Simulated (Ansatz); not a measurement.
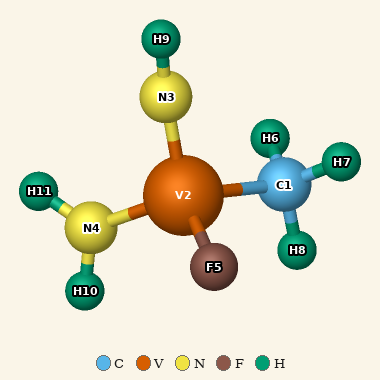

The system is CH₆FN₂V, SMILES [CH3][V](=[NH])([NH2])[F]; the picture shows the reference structure. 
- The first coordinate is: dihedral C1–V2–N4–H10; the second: dihedral H6–C1–V2–N4.
- Nothing is relaxed (all other coordinates rigid).
- Grid: 9 × 9 points.
- Points are written as (first, second).
- Energies: eV, counted from the relaxed molecule at the same level.
- Theory: RKS PBE0-D4/def2-SVP (Ansatz).

Its coordinates:

```xyz
11

C    -1.3932    0.6314    0.0592
V     0.5709    0.2227    0.2267
N     0.6250   -0.7717    1.4734
N     0.9874   -0.7641   -1.2223
F     1.4193    1.7254    0.4056
H    -1.9995   -0.2802   -0.0256
H    -1.6952    1.1968    0.9558
H    -1.5226    1.2592   -0.8391
H     0.7690   -1.2051    2.3841
H     1.1140   -0.3146   -2.1284
H     1.1904   -1.7567   -1.2686
```

Range: dihedral C1–V2–N4–H10 from −180 to 140°; dihedral H6–C1–V2–N4 from −33.0 to 147.0°.

What landscape does the calculation give?

The lowest grid point is at (−100°, 57.0°), 0.028 eV from the relaxed molecule at the same level. The energy also falls towards the edge at (−100°, 147.0°) (0.045 eV above the lowest) and (−100°, −33.0°) (0.06 eV above the lowest), where a further well may lie outside the range. A higher local minimum lies near (60°, 57.0°) (0.022 eV above the lowest at that grid point). The highest grid point, (−20°, −10.5°), lies 0.75 eV above the lowest. On the interpolated surface the easiest way out of the lowest well to a well of about the same depth near (60°, 57.0°) passes a barrier of about 0.65 eV.

| dihedral H6–C1–V2–N4 ↓, dihedral C1–V2–N4–H10 → | −180 | −140 | −100 | −60 | −20 | 20 | 60 | 100 | 140 |
| --- | --- | --- | --- | --- | --- | --- | --- | --- | --- |
| 147.0 | 0.67 | 0.27 | 0.07 | 0.33 | 0.71 | 0.48 | 0.09 | 0.12 | 0.52 |
| 124.5 | 0.70 | 0.31 | 0.11 | 0.37 | 0.74 | 0.51 | 0.13 | 0.16 | 0.56 |
| 102.0 | 0.70 | 0.30 | 0.10 | 0.36 | 0.74 | 0.51 | 0.12 | 0.15 | 0.56 |
| 79.5 | 0.67 | 0.26 | 0.06 | 0.32 | 0.71 | 0.47 | 0.08 | 0.11 | 0.52 |
| 57.0 | 0.65 | 0.24 | 0.03 | 0.29 | 0.68 | 0.45 | 0.05 | 0.08 | 0.50 |
| 34.5 | 0.67 | 0.27 | 0.05 | 0.31 | 0.71 | 0.47 | 0.08 | 0.10 | 0.52 |
| 12.0 | 0.72 | 0.32 | 0.11 | 0.37 | 0.76 | 0.52 | 0.13 | 0.16 | 0.57 |
| −10.5 | 0.74 | 0.33 | 0.12 | 0.38 | 0.78 | 0.54 | 0.14 | 0.17 | 0.59 |
| −33.0 | 0.71 | 0.30 | 0.09 | 0.35 | 0.75 | 0.51 | 0.11 | 0.14 | 0.56 |

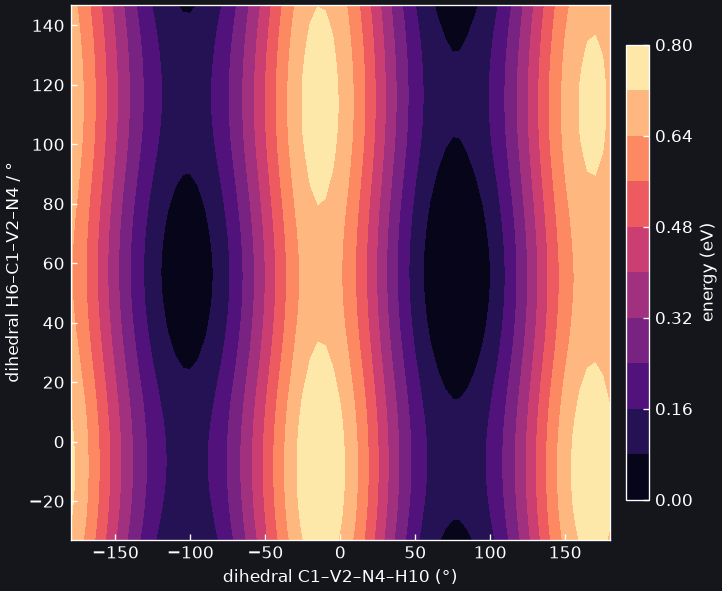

Drawn: filled contours. Between grid points the surface is interpolated.

The whole map (81 points run) took 9.3 min on 1 thread of Intel(R) Xeon(R) Platinum 8488C (Sapphire Rapids) (shared host).
